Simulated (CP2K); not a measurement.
Consider 2-fluorocarbonylpyridine at its PBE geometry (Å).

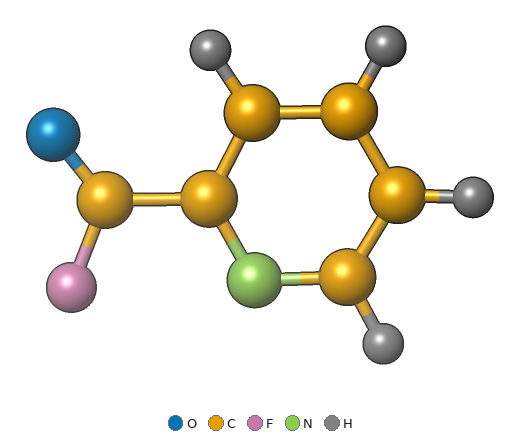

The molecule (oxygen blue, carbon orange, fluorine pink, nitrogen green, hydrogen grey).

```xyz
13

O     3.1465   -0.5274    0.0545
C     2.3264    0.3303    0.2570
F     2.7132    1.5752    0.6691
C     0.8444    0.2189    0.1172
C     0.3188   -1.0074   -0.3107
C    -1.0648   -1.1238   -0.4330
C    -1.8576   -0.0187   -0.1204
C    -1.2321    1.1628    0.2973
N     0.0952    1.2989    0.4144
H     0.9935   -1.8316   -0.5350
H    -1.5154   -2.0584   -0.7649
H    -2.9434   -0.0635   -0.1962
H    -1.8248    2.0448    0.5506
```

Method: CP2K XAS_TDP, all-electron GAPW, PBEh(45%), aug-cc-pVDZ, TDA, no relativity.

Predict the bright core excitations at the N K edge.

Leading lines: N9 394.49 eV. The leading line of an atom is its first one with 35 % of the strongest within 2.5 eV of its lowest line over the strength cut. 

The first six lines of each atom with a strength over 0.0015:

```
              atom  energy (eV)  states  strength, one atom
N9 (bonded to 2 C)       394.49       1              0.0512
                         402.04       1              0.0039
                         402.11       1              0.0025
                         402.48       1              0.0044
                         402.50       1              0.0058
                         402.63       1              0.0029
```

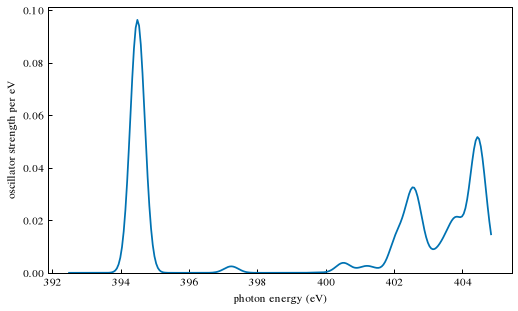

All atoms added, broadened by 0.5 eV.

Lines are vertical, at one geometry, with no vibrational structure. Without a correction of the core level, line positions, and the gaps between valence and Rydberg lines, follow the share of exact exchange. At this level such K lines come out 3 to 6 eV under measured ones. These values hold no scalar relativity, about 0.2 eV for N 1s. Rydberg lines, and the discretised continuum above threshold, depend on the basis and the box.

[Banner, clock and machine lines of the logs are left out without a mark of their own.]

[Logs are printed without paths, hosts, clocks, repeated set-up lines and the standing remarks that a program may print on its own settings, such as how far it seeks lower states.]

[Hosts, paths, dates, database ids (printed as entryN), source tags and the programs' standing remarks are cut or masked in the printed files.]
